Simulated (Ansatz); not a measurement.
# Calculations on CH7B2N

### Relaxation

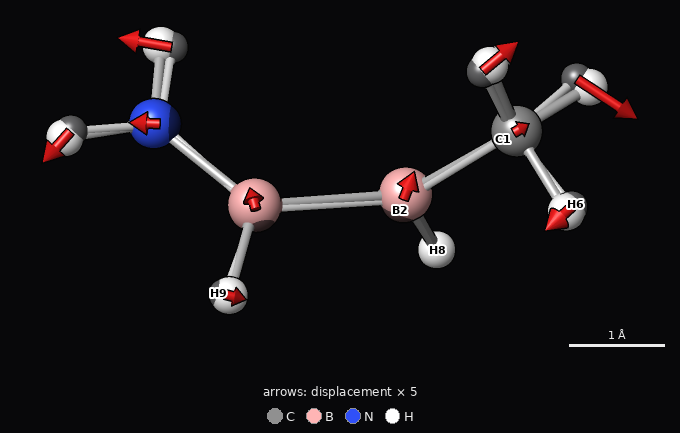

This is a relaxation of CH7B2N. The starting structure is drawn faded, the final one solid; red arrows show the displacements, 5 times their true length. The two geometries are superimposed by the best rigid fit.

A ball-and-stick model, seen face on.

The run prepares an end point of a later path (torsion) calculation, from a guessed geometry.

The calculation used Ansatz 0.2.0, RKS r2SCAN-D4/def2-SVP. (no spin polarisation; force threshold 0.015 eV/Å; at most 40 steps)

Describe the change and its energy.

Answer. The largest move after the best rigid fit is that of an H atom, 0.16 Å. By element the largest moves are H 0.16 Å, N 0.07 Å, B 0.07 Å, C 0.04 Å. Near-neighbour distances that change, for instance: B–H 1.181 → 1.221 Å, B–B 1.657 → 1.684 Å, C–H 1.091 → 1.111 Å, B–C 1.582 → 1.569 Å. Among the angles between lasting bonds that change: B–B–H 120.4° → 116.3°, B–C–H 107.8° → 104.3°, B–B–H 122.1° → 118.8°. The energy falls by 7.12 kJ/mol in 8 accepted moves (9 points after the start). The largest force component goes from 0.9 to 0.01 eV/Å. The line search rejected the trial step at point 3 of the run. The run took 23 s on 2 threads of Arm Neoverse V1, with other jobs on the host, peak memory 0.14 GiB.

### Relaxation

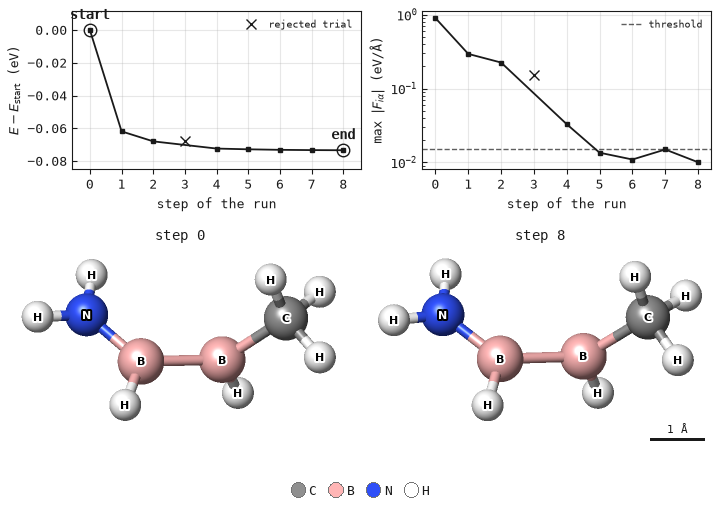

First and last geometry of a relaxation of CH7B2N, with the history of the run. The picture is a ball-and-stick view, seen face on.

The run prepares an end point of a later path (torsion) calculation, from a guessed geometry.

All numbers below come from RKS r2SCAN-D4/def2-SVP (Ansatz 0.2.0). (no spin polarisation; force threshold 0.015 eV/Å; at most 40 steps)

Did the run converge, and what did it change?

It converged. An H atom moves most after the best rigid fit: 0.14 Å. Largest moves by element: H 0.14 Å, N 0.07 Å, B 0.07 Å, C 0.04 Å. Among the contacts that change: B–H 1.181 → 1.221 Å, B–B 1.657 → 1.684 Å, C–H 1.091 → 1.111 Å, B–C 1.582 → 1.569 Å. Among the angles between lasting bonds that change: B–B–H 120.4° → 116.4°, B–B–H 122.1° → 118.8°, B–C–H 107.8° → 104.6°. After 7 accepted moves (8 points after the start) the energy has fallen by 0.073 eV. Largest force component: 0.9 eV/Å at the start, 0.01 eV/Å at the end. The line search rejected the trial step at point 3 of the run.

### Path

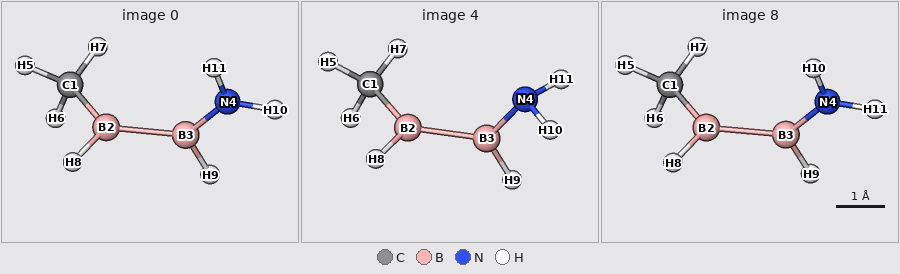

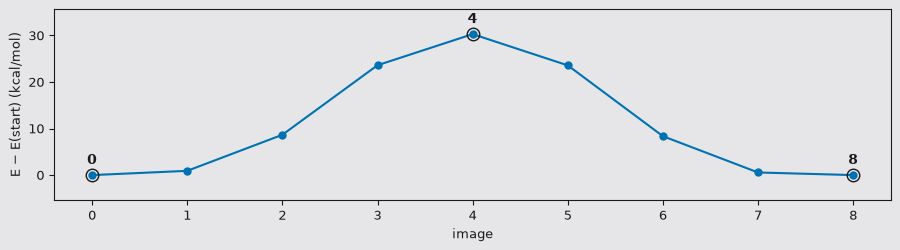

A search for the minimum-energy path of CH7B2N by the nudged elastic band. Images are numbered from 0 (start) to 8 (end). A ball-and-stick model, seen from a free direction.

The calculation used RKS r2SCAN-D4/def2-SVP (Ansatz).

Input file:
```yaml
crystal:
  periodic: [false, false, false]
  atoms:
    - { symbol: C, position_ang: [-0.532818, 1.634465, 0.536049] }
    - { symbol: B, position_ang: [-0.782413, 0.231183, -0.119911] }
    - { symbol: B, position_ang: [0.418656, -0.807726, -0.681564] }
    - { symbol: "N", position_ang: [1.019927, -1.874602, -0.007362] }
    - { symbol: H, position_ang: [-1.288573, 1.905662, 1.292388] }
    - { symbol: H, position_ang: [-0.696264, 2.357288, -0.291575] }
    - { symbol: H, position_ang: [0.477124, 1.822751, 0.931262] }
    - { symbol: H, position_ang: [-1.950293, -0.041619, -0.350684] }
    - { symbol: H, position_ang: [0.814805, -0.612749, -1.822413] }
    - { symbol: H, position_ang: [1.732927, -2.461769, -0.425069] }
    - { symbol: H, position_ang: [0.786913, -2.152874, 0.938889] }
basis:
  gaussian: { orbitals: def2-SVP }
hamiltonian:
  xc: r2scan
  dispersion: d4
neb:
  order_check: false
  images: 7
  f_tol: 0.03
  max_iterations: 60
  initial_path: idpp
  final_atoms:
    - { symbol: C, position_ang: [-0.53220575, 1.63663568, 0.53237225] }
    - { symbol: B, position_ang: [-0.77829252, 0.23325737, -0.12442631] }
    - { symbol: B, position_ang: [0.42371696, -0.80720916, -0.68103355] }
    - { symbol: "N", position_ang: [1.01631999, -1.8780734, -0.00569151] }
    - { symbol: H, position_ang: [-1.27922374, 1.89161949, 1.30322859] }
    - { symbol: H, position_ang: [-0.71940236, 2.36560176, -0.28439369] }
    - { symbol: H, position_ang: [0.48081688, 1.83365908, 0.91476495] }
    - { symbol: H, position_ang: [-1.94559794, -0.04076678, -0.35524489] }
    - { symbol: H, position_ang: [0.82788916, -0.61091363, -1.81847669] }
    - { symbol: H, position_ang: [0.77536874, -2.15730343, 0.93807113] }
    - { symbol: H, position_ang: [1.73060159, -2.46649697, -0.41916028] }
```

Command:
```bash
ansatz run input.yaml --threads 2 --pin off --max-ram 3072MiB --backend cpu --events-out ev --progress --plain --runs-dir out
```

Describe the mechanism and the energy profile.

The motion is a rotation about the B3–N4 bond by about 180°. No bond forms or breaks between the ends. Among the angles between lasting bonds that change up to the highest image: B3–N4–H11 124.1° → 107.3°, B3–N4–H10 123.1° → 107.4°. The two ends have the same energy, and the highest point, image 4, lies 30.3 kcal/mol above the start. The band converged in 11 iterations. The largest component of the band force went from 2.5 to 0.022 eV/Å. The climbing image converged on the top of the path. Its vibrational analysis gives one imaginary mode (648i cm⁻¹), as a transition state must have.
